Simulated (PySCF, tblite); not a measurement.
**C3H7OSSi radical: geometry, infrared bands and EPR parameters**

Wanted: the infrared bands and EPR parameters of C3H7OSSi radical (`[SiH2]SC1COC1`), by calculation.

Programs: tblite 0.8.0 and PySCF 2.14.0, with density-fitted response routines of our own. Each step states its level of theory. These are calculated values for one molecule in the gas phase, unless marked as measured. Atoms count from 0, in the outputs and in this text.

## 1. The starting structure

13 atoms, charge 0, multiplicity 2; geometry from: force field or distance geometry start.

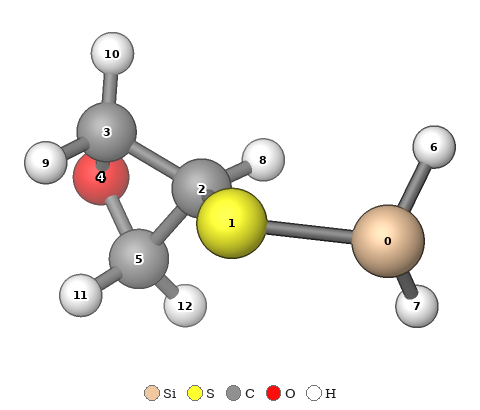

As it starts; silicon light orange, sulfur yellow, carbon grey, oxygen red, hydrogen white, atoms numbered; sticks join atoms by distance.

## 2. Relaxing the molecule with GFN2-xTB

The job: settings as JSON, then the geometry in Å.

```
{"job": {"kind": "relax", "xc": "GFN2-xTB", "basis": "xTB"}, "charge": 0, "multiplicity": 2}
Si     2.938300     0.434200     0.288100
S      0.891300     0.724100     0.947700
C     -0.153200     0.125600    -0.367600
C     -1.565100     0.720500    -0.423900
O     -1.946600    -0.529400    -0.948300
C     -1.031400    -1.075200    -0.044800
H      3.160100     1.232100    -0.944300
H      3.103900    -0.965400    -0.140500
H      0.356700     0.043500    -1.341400
H     -2.042400     0.810600     0.594900
H     -1.711500     1.557900    -1.103400
H     -1.478800    -1.087800     0.965400
H     -0.525800    -1.990200    -0.360800
```

Launch:

```console
$ OMP_NUM_THREADS=1 python probes_run.py task.json out
```

This one command runs all jobs of the session in turn.

Output:

```text
step      E/eV     max force
  0    -515.24523    2.446
  1    -515.43973    1.226
  2    -515.61193    0.907
  3    -515.71787    0.731
  4    -515.75654    0.545
  5    -515.79561    0.524
  6    -515.83181    0.492
  7    -515.86616    0.547
  8    -515.88871    0.536
  9    -515.90930    0.571
 10    -515.93109    0.594
 11    -515.95285    0.507
 12    -515.97265    0.333
 13    -515.99000    0.342
 14    -516.00501    0.345
 15    -516.01854    0.283
 16    -516.02946    0.255
 17    -516.03765    0.229
 18    -516.04436    0.193
 19    -516.04960    0.204
 20    -516.05357    0.172
 21    -516.05566    0.212
 22    -516.05760    0.141
 23    -516.05923    0.123
 24    -516.06175    0.109
 25    -516.06346    0.111
 26    -516.06514    0.107
 27    -516.06643    0.094
 28    -516.06764    0.086
 29    -516.06847    0.055
 30    -516.06885    0.053
 31    -516.06901    0.047
 32    -516.06916    0.036
 33    -516.06937    0.037
 34    -516.06957    0.043
 35    -516.06972    0.035
 36    -516.06982    0.024
 37    -516.06993    0.029
 38    -516.07008    0.036
 39    -516.07023    0.028
 40    -516.07035    0.028
 41    -516.07043    0.028
 42    -516.07054    0.029
 43    -516.07074    0.048
 44    -516.07105    0.060
 45    -516.07141    0.056
 46    -516.07167    0.040
 47    -516.07180    0.029
 48    -516.07189    0.036
 49    -516.07199    0.040
 50    -516.07211    0.039
 51    -516.07226    0.034
 52    -516.07242    0.035
 53    -516.07255    0.024
 54    -516.07262    0.016
 55    -516.07264    0.012
 56    -516.07267    0.014
 57    -516.07271    0.021
 58    -516.07278    0.028
 59    -516.07287    0.029
 60    -516.07295    0.024
 61    -516.07300    0.024
 62    -516.07305    0.021
 63    -516.07314    0.031
 64    -516.07334    0.048
 65    -516.07374    0.067
 66    -516.07429    0.068
 67    -516.07481    0.066
 68    -516.07521    0.059
 69    -516.07559    0.057
 70    -516.07604    0.059
 71    -516.07687    0.096
 72    -516.07778    0.118
 73    -516.07878    0.101
 74    -516.07968    0.091
 75    -516.08106    0.094
 76    -516.08261    0.080
 77    -516.08442    0.098
 78    -516.08539    0.122
 79    -516.08611    0.114
 80    -516.08743    0.092
 81    -516.08849    0.090
 82    -516.08963    0.081
 83    -516.09085    0.086
 84    -516.09179    0.065
 85    -516.09236    0.113
 86    -516.09287    0.052
 87    -516.09317    0.060
 88    -516.09342    0.042
 89    -516.09371    0.044
 90    -516.09401    0.035
 91    -516.09413    0.024
 92    -516.09420    0.021
 93    -516.09425    0.017
 94    -516.09433    0.018
 95    -516.09441    0.013
 96    -516.09445    0.013
 97    -516.09447    0.012
 98    -516.09448    0.009
```

Run time: 0.6 s. Hardware: 1 thread of Arm Neoverse V1, shared host.

Step by step: (not every step is listed)

| step | energy from step 0 (eV) | largest force (eV/Å) |
| --- | --- | --- |
| 0 | 0.0000 | 2.4463 |
| 1 | -0.1945 | 1.2263 |
| 2 | -0.3667 | 0.9073 |
| 3 | -0.4726 | 0.7307 |
| 4 | -0.5113 | 0.5447 |
| 5 | -0.5504 | 0.5244 |
| 6 | -0.5866 | 0.4917 |
| 7 | -0.6209 | 0.5474 |
| 8 | -0.6435 | 0.5361 |
| 16 | -0.7842 | 0.2554 |
| 24 | -0.8165 | 0.1088 |
| 32 | -0.8239 | 0.0355 |
| 40 | -0.8251 | 0.0283 |
| 48 | -0.8267 | 0.0356 |
| 56 | -0.8274 | 0.0140 |
| 64 | -0.8281 | 0.0478 |
| 72 | -0.8325 | 0.1178 |
| 80 | -0.8422 | 0.0917 |
| 88 | -0.8482 | 0.0424 |
| 93 | -0.8490 | 0.0175 |
| 94 | -0.8491 | 0.0180 |
| 95 | -0.8492 | 0.0134 |
| 96 | -0.8492 | 0.0130 |
| 97 | -0.8492 | 0.0124 |
| 98 | -0.8492 | 0.0095 |

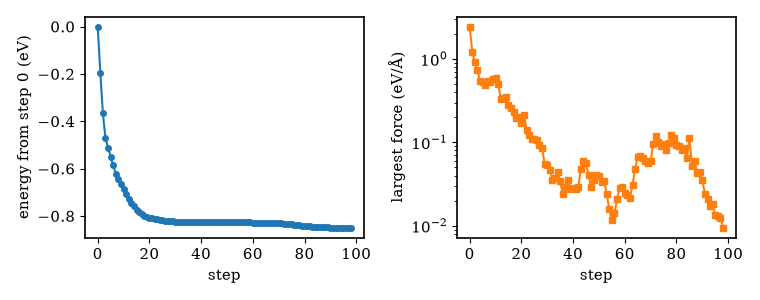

Energy and force, step by step.

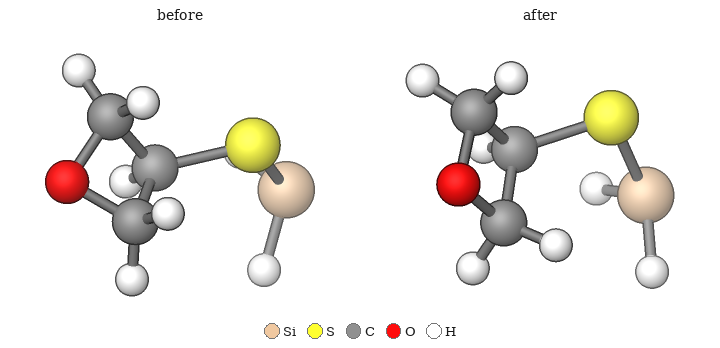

The geometry before (left) and after (right).

Distances of close pairs at the start and the end, largest changes first:

| bond | before (Å) | after (Å) | change (Å) |
| --- | --- | --- | --- |
| S1–C2 | 1.783 | 1.820 | +0.037 |
| C3–H9 | 1.129 | 1.094 | -0.035 |
| Si0–S1 | 2.170 | 2.139 | -0.031 |
| Si0–H6 | 1.485 | 1.454 | -0.031 |
| O4–C5 | 1.397 | 1.426 | +0.029 |
| C3–O4 | 1.408 | 1.428 | +0.020 |
| Si0–H7 | 1.473 | 1.454 | -0.019 |
| C2–H8 | 1.102 | 1.089 | -0.013 |

The end geometry stands in the next job.

## 3. Vibrational analysis with GFN2-xTB

The job: settings as JSON, then the geometry in Å.

```
{"job": {"kind": "ir", "xc": "GFN2-xTB", "basis": "xTB"}, "charge": 0, "multiplicity": 2}
Si     2.713225     0.233743     0.350535
S      0.843603     1.174851     0.789296
C     -0.221667     0.404075    -0.468850
C     -1.712523     0.720323    -0.349123
O     -2.030928    -0.671490    -0.303726
C     -0.655632    -1.043058    -0.232940
H      3.111616     0.512087    -1.020098
H      2.678432    -1.182206     0.677409
H      0.204308     0.599248    -1.452003
H     -1.986641     1.230091     0.579197
H     -2.173049     1.225485    -1.201036
H     -0.395146    -1.434652     0.756059
H     -0.379986    -1.768012    -1.003694
```

Output:

```text
mode    cm-1     km/mol
  1      41.9      1.22
  2      80.9      1.98
  3      98.4      3.83
  4     122.1      7.58
  5     274.3      2.03
  6     320.9      2.54
  7     485.2     48.55
  8     500.0     43.82
  9     555.8     26.70
 10     592.5      2.82
 11     735.0    277.53
 12     819.4      1.12
 13     880.2      0.52
 14     996.1     18.33
 15    1036.6      4.59
 16    1044.3     16.35
 17    1069.8     54.24
 18    1103.9     12.82
 19    1106.8      5.30
 20    1129.6      4.95
 21    1194.8      2.19
 22    1217.1     27.74
 23    1254.9      0.62
 24    1269.5      0.93
 25    1464.8      0.22
 26    1474.4      4.09
 27    2324.5    282.70
 28    2329.9    220.92
 29    2918.9     36.33
 30    2936.0     22.24
 31    2945.5     28.26
 32    2959.8     33.59
 33    2973.6     34.01
```

Wall time 0.38 s (1 thread of Arm Neoverse V1, shared host).

Which atoms move in the most intense modes:

| cm⁻¹ | km/mol | atoms |
| --- | --- | --- |
| 485 | 48.5 | Si0 45 %, S1 30 %, H7 13 %, H6 12 % |
| 500 | 43.8 | H7 46 %, H6 45 % |
| 735 | 277.5 | H6 49 %, H7 47 % |
| 1070 | 54.2 | O4 43 %, C5 23 %, C3 22 % |
| 2324 | 282.7 | H6 96 % |
| 2330 | 220.9 | H7 96 % |
| 2919 | 36.3 | H11 73 %, H12 17 % |
| 2974 | 34.0 | H8 86 % |

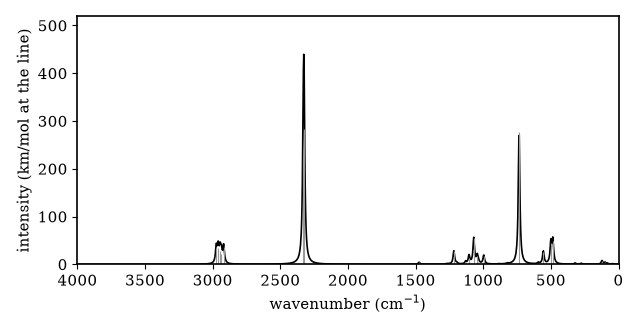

The infrared spectrum from these modes, unscaled. Lines are broadened to a width of 14 cm⁻¹ (Lorentzian).

## 4. g tensor and hyperfine couplings: B3LYP/pcH-1

Same as in step 3 but for these lines:

```diff
@@ -1,2 +1,2 @@
-{"job": {"kind": "ir", "xc": "GFN2-xTB", "basis": "xTB"}, "charge": 0, "multiplicity": 2}
+{"job": {"kind": "epr", "basis": "pcH-1"}, "charge": 0, "multiplicity": 2}
 Si     2.713225     0.233743     0.350535
```

With the program's defaults for keys left out, this is: UKS B3LYP, pcH-1 on C H O S Si, non-relativistic, mean-field spin-orbit, GIAO.

Output:

```text
UKS, coarse grid
  cycle   1  E = -881.30783417  |g| = 4.64e-01
  cycle   2  E = -880.59020698  |g| = 1.16e+00
  cycle   3  E = -881.36153241  |g| = 2.09e-01
  cycle   4  E = -881.38240498  |g| = 9.99e-02
  cycle   5  E = -881.38595152  |g| = 4.31e-02
  cycle   6  E = -881.38685937  |g| = 1.56e-02
  cycle   7  E = -881.38696272  |g| = 5.06e-03
  cycle   8  E = -881.38697513  |g| = 2.00e-03
  cycle   9  E = -881.38697734  |g| = 5.42e-04
UKS, final grid
  cycle   1  E = -881.38696920  |g| = 7.54e-04
  cycle   2  E = -881.38696889  |g| = 1.21e-03
  cycle   3  E = -881.38696945  |g| = 9.51e-05
  cycle   4  E = -881.38696946  |g| = 2.99e-05
E = -881.38696946 Eh   <S^2> = 0.7517 (exact 0.7500)
g shifts (ppm)      1          2          3
  rmc          -137       -137       -137
  gc             11         77         73
  oz_so        -253       2193       3114
  total        -379       2132       3050
hyperfine (MHz)  atom isotope    a_iso     a_fc   dipolar eigenvalues
    0  29Si    -514.17    -515.18   -175.83     87.00     88.83
    1   33S      36.12      36.08     -2.50     -1.23      3.73
    2   13C      35.34      35.33     -4.09     -3.91      8.00
    3   13C       8.00       8.00     -1.71     -1.56      3.27
    4   17O      -0.26      -0.26     -1.31      0.63      0.69
    5   13C       1.22       1.22     -0.45     -0.20      0.65
    6    1H      32.83      32.81     -9.80      1.29      8.52
    7    1H      47.16      47.13     -9.89      1.57      8.32
    8    1H      -0.63      -0.63     -3.38     -0.33      3.71
    9    1H      -0.24      -0.24     -1.23     -0.55      1.79
   10    1H       1.81       1.81     -1.13     -0.37      1.50
   11    1H       0.41       0.41     -1.52     -0.99      2.51
   12    1H       1.33       1.33     -1.29     -0.66      1.95
```

Run time: 68 s. Hardware: 1 thread of Arm Neoverse V1, shared host; peak memory 0.92 GiB.

Principal g values 2.00194, 2.00445, 2.00537; g(iso) = 2.00392, against 2.00232 for a free electron.

Mean a(iso) over the nuclei that a row names, and the largest dipolar term of the row (other rows stand at the frozen geometry):

| nuclei | isotope | a(iso) (MHz) | a(iso) (G, at g = 2.0023) | largest dipolar term (MHz) |
| --- | --- | --- | --- | --- |
| Si0 | 29Si | -514.2 | -183.5 | -175.8 |
| H6, H7 | 1H | 40.0 | 14.3 | -9.9 |
| S1 | 33S | 36.1 | 12.9 | 3.7 |
| C2 | 13C | 35.3 | 12.6 | 8.0 |
| C3, C5 | 13C | 4.6 | 1.6 | 3.3 |
| H10, H12 | 1H | 1.6 | 0.6 | 2.0 |
| H8 | 1H | -0.6 | -0.2 | 3.7 |
| O4 | 17O | -0.3 | -0.1 | -1.3 |
| H9, H11 | 1H | 0.1 | 0.0 | 2.5 |

Mulliken spin populations:

Si0 0.96; S1 -0.01; C2 0.03; C3 0.01; O4 0.00; C5 0.00; H6 0.00; H7 0.01; H8 0.00; H9 0.00; H10 0.00; H11 0.00; H12 0.00

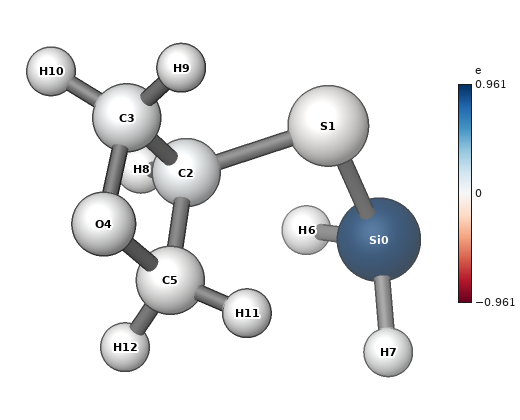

Mulliken spin populations, as colours on the atoms.

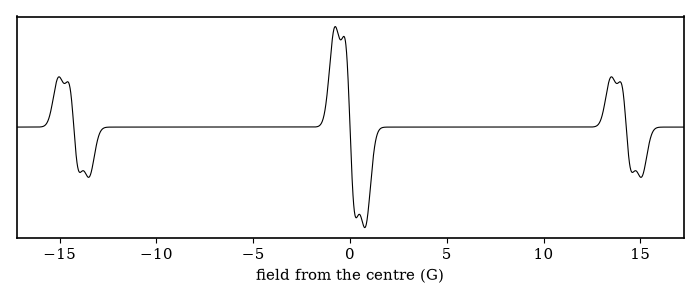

First-order isotropic spectrum (first derivative, main isotopes with spin only, couplings over 0.8 MHz, Gaussian width 0.3 G; couplings of the frozen geometry, rotation of groups not averaged beyond the rows shown).

The fields below are evaluated on a grid from the run's orbitals.

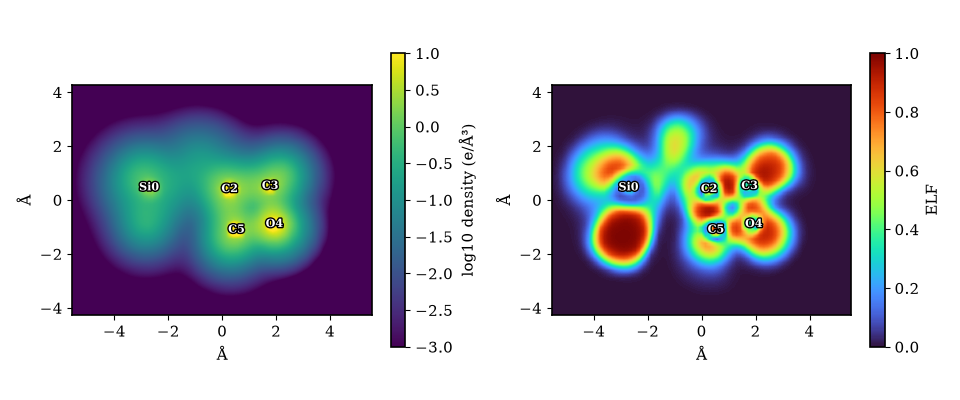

Density (left) and ELF (right) in a plane through or near 5 of the atoms.

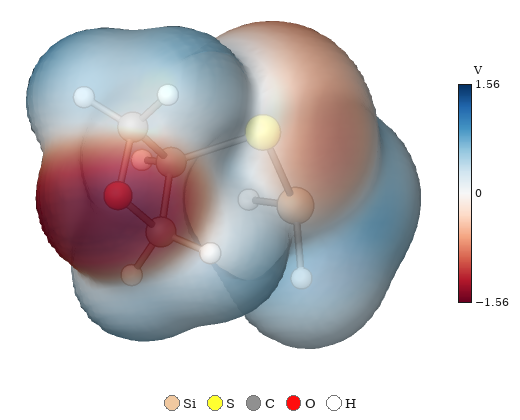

Electrostatic potential on the surface of density 0.002 e/bohr³; red is low, blue high. It runs from -1.56 V near O4 to 1.14 V near H7.

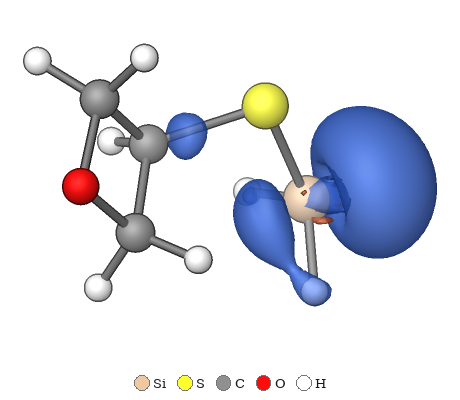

Spin density at ±0.04 e/Å³ (alpha excess blue, beta excess red).

## 5. Results

| quantity | value |
| --- | --- |
| strongest single infrared mode (GFN2-xTB) | 2324 cm⁻¹, 283 km/mol |
| zero-point energy (GFN2-xTB) | 57.6 kcal/mol |
| g(iso) (B3LYP) | 2.00392 |
| ⟨S²⟩ | 0.752 (exact 0.75) |
| largest a(iso) (averaged by class) | 29Si on Si0, -514.2 MHz |
| potential on the surface of density 0.002 e/bohr³, 1st and 99th percentile | -1.56 V and 1.14 V |

Relaxing lowered the energy by 0.849 eV in 98 steps; the close pair that moved most is S1–C2, from 1.783 to 1.820 Å. No mode is imaginary among the 33: a minimum at this level. The strongest single mode, at 2324 cm⁻¹, moves mainly H6. Unscaled tight-binding wavenumbers are off by several per cent, some by more. Its intensities can rank the bands wrongly. Most of the unpaired spin sits on Si0 (0.96 e). The isotropic g lies 1.6 ppt above the free-electron value. These values are for one conformer; the search (at its own cheap level) found 2 more, at 0.02, 0.78 kcal/mol (those within 0.05 may be mirror or relabelled copies), and measured spectra average over such forms.
